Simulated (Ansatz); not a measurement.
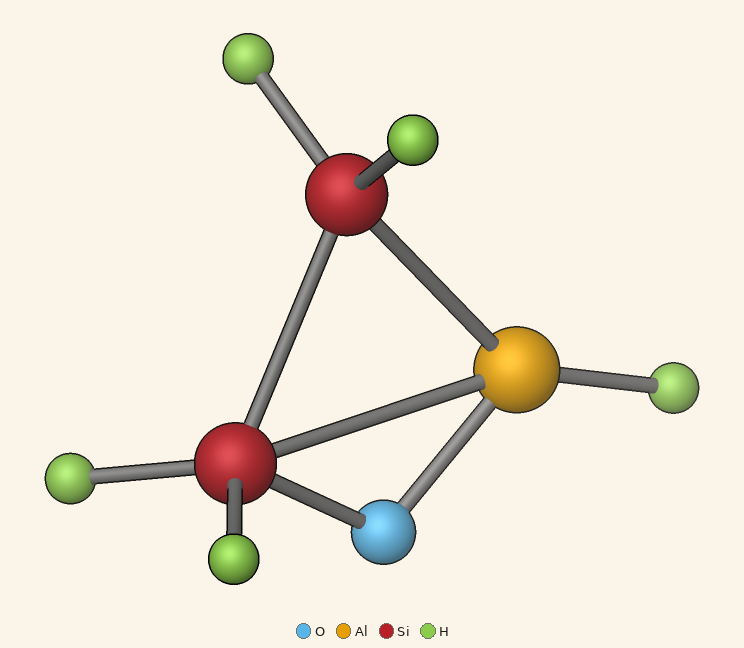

Ball-and-stick drawing of a structure.

The geometry was computed by an optimisation with PBE0-D4/def2-TZVP.

Describe the molecule.

It has 9 atoms: 1 aluminium, 5 hydrogen, 1 oxygen and 2 silicon (AlH5OSi2). The point group is Cs.

More results for the same structure follow; atom numbers are the same in all pictures, views and colours differ.

**Shape**

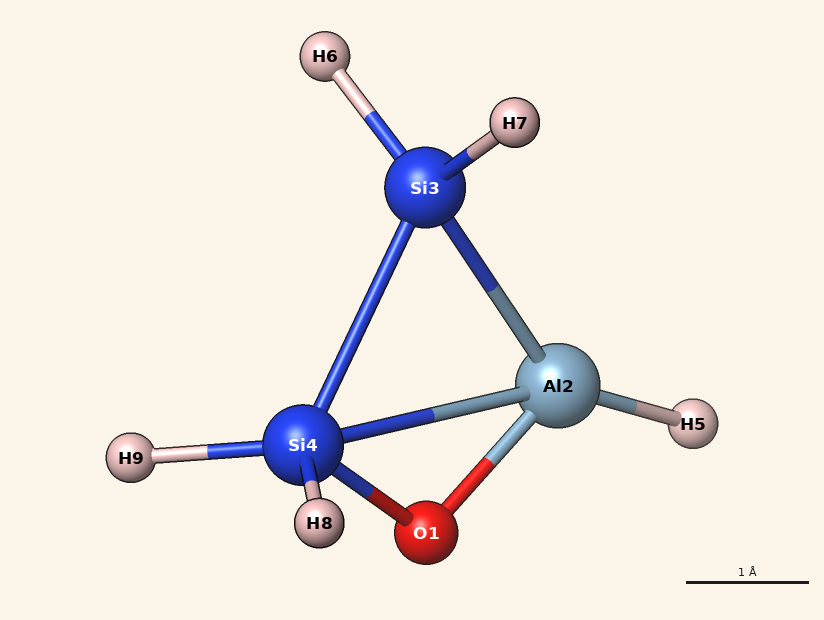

Atoms carry their numbers in the input.

Which bond is the longest?

Al2–Si4, 2.740 Å.

What is the dihedral angle O1–Al2–Si3–Si4?

0° in size, that is syn (eclipsed).

**Electronic properties**

Level of theory: RKS ωB97M-V/def2-QZVPP (Ansatz 0.2.0).

What is the HOMO–LUMO gap?

8.63 eV.

What is the HOMO energy (Kohn–Sham orbital)?

−8.83 eV.

**Vibrations**

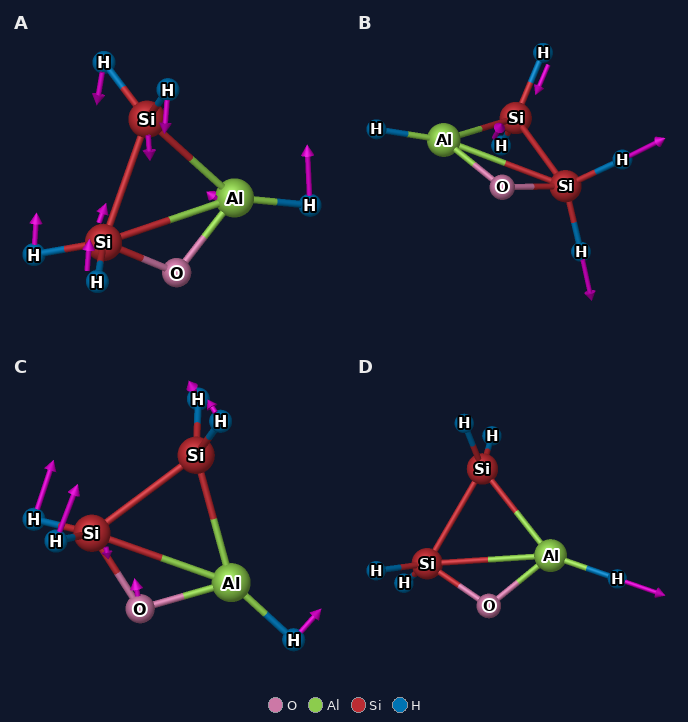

4 normal modes of one molecule or complex, as arrows. Harmonic vibrations computed with RKS PBE0-D4/def2-TZVP (Ansatz 0.2.0) at a stationary point of the same level.

Match the panels to the wavenumbers 436 cm⁻¹, 843 cm⁻¹, 1941 cm⁻¹, 2203 cm⁻¹.

A: 436 cm⁻¹
B: 2203 cm⁻¹, out-of-phase stretching of 4 Si–H bonds
C: 843 cm⁻¹
D: 1941 cm⁻¹, Al–H stretching

**Charges**

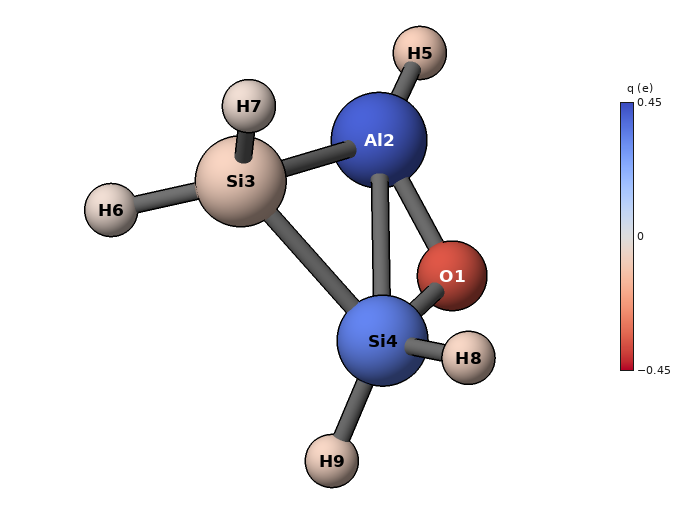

Atoms are coloured by their Mulliken charges. Level of theory: RKS PBE-D4/def2-TZVPP (Ansatz 0.2.0).

List the Mulliken charges.

```json
{"atom": "O1", "value (e)": "−0.36"}
{"atom": "Al2", "value (e)": "0.41"}
{"atom": "Si3", "value (e)": "−0.08"}
{"atom": "Si4", "value (e)": "0.34"}
{"atom": "H5", "value (e)": "−0.09"}
{"atom": "H6", "value (e)": "−0.04"}
{"atom": "H7", "value (e)": "−0.04"}
{"atom": "H8", "value (e)": "−0.07"}
{"atom": "H9", "value (e)": "−0.07"}
```

Mulliken values depend strongly on the basis set and can even reverse the polarity of a bond.
